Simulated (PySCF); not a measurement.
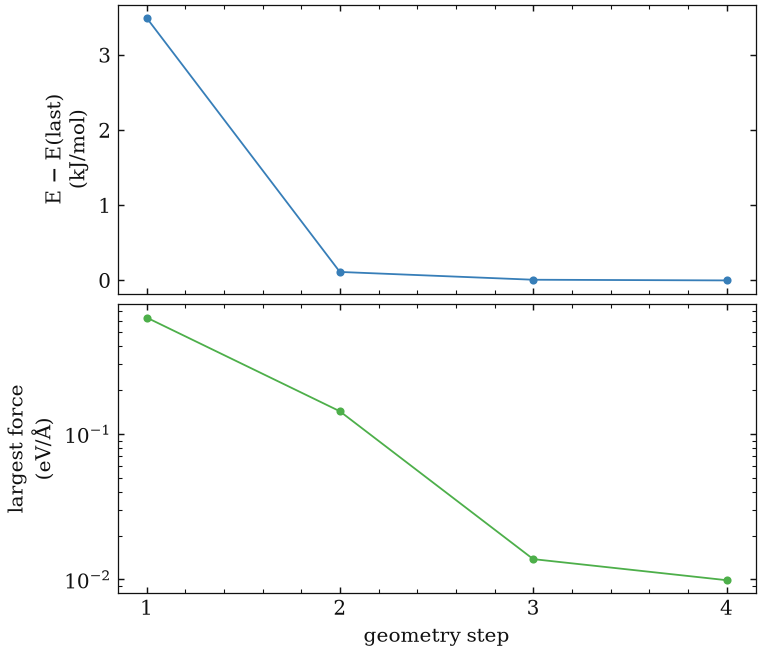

History of a geometry optimisation.

- system: dimethylphosphine (SMILES CPC)
- method: PBE0-D3(BJ)/def2-SVP, geometry optimisation (PySCF)

Question: How did the optimisation end?

Answer: The optimisation met its thresholds at geometry 4, counting the start as the first. The energy fell by about 3.5 kJ/mol from the first step to the last. The largest force goes from about 0.63 eV/Å at the start to 0.01 eV/Å at the end.
